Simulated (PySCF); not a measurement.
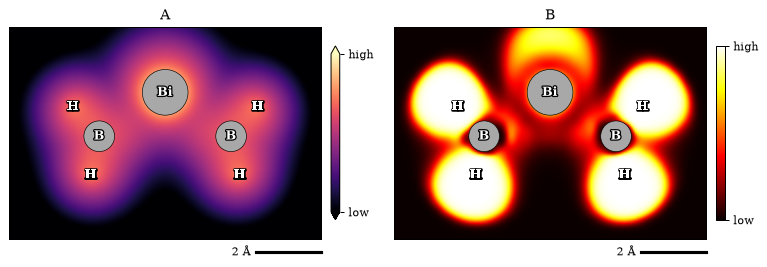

B2BiH8 (charge +1): 2 fields on the plane of atoms B2, Bi1 and B7, with unlabelled colour scales. Grey discs cover the atomic cores.

Core potentials replace the inner electrons of Bi.

Theory: PySCF 2.14.0, RKS PBE0, Bi def2-SVP with ECP60, B def2-SVP, H def2-SVP; non-relativistic Hamiltonian with scalar-relativistic core potentials where named; density fitting.

The panels show electron density and electron localisation function in some order. Assign them.

Answer. Panel A: electron density. Panel B: electron localisation function. From the grid: Bi–B (2.41 Å): ρ at the midpoint is about 0.45 e/Å³; the ELF is about 0.30 at the midpoint. B–H (1.21 Å): the density is about 1.2 e/Å³ at the midpoint; the ELF climbs to about 1 towards the hydrogen, as it does in any bond to H; a covalent bond by its length.
